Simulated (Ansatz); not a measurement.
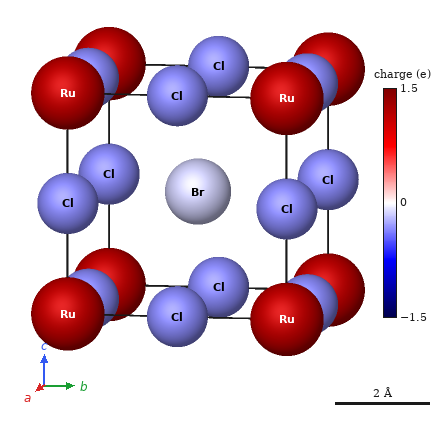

Shown here is a spheres-only view of the crystal, taken slightly off an axis. Thin lines show the simulation cell, with boundary atoms drawn in all their periodic places. The atoms of this RuBrCl₃ cell are coloured by their Bader charge.

Electronic-structure method: DFT PBE, scalar-relativistic, plane waves, PAW in Ansatz. Parameters: a 420 eV plane-wave basis, 8×8×8 k-mesh, Gaussian smearing of 0.1 eV, collinear spins. The state is ferromagnetic.

> Summarise the charge transfer.

Most positive: Ru; most negative: Cl. Charges: about Ru +1.1 e; Br -0.1 e; Cl -0.3 e.

It goes back to a structure type filled with these elements by a generator (whether the compound takes this form wasn't checked). Earlier steps of the study may have refined or changed the cell and positions. It was run through Ansatz as a DFT input.
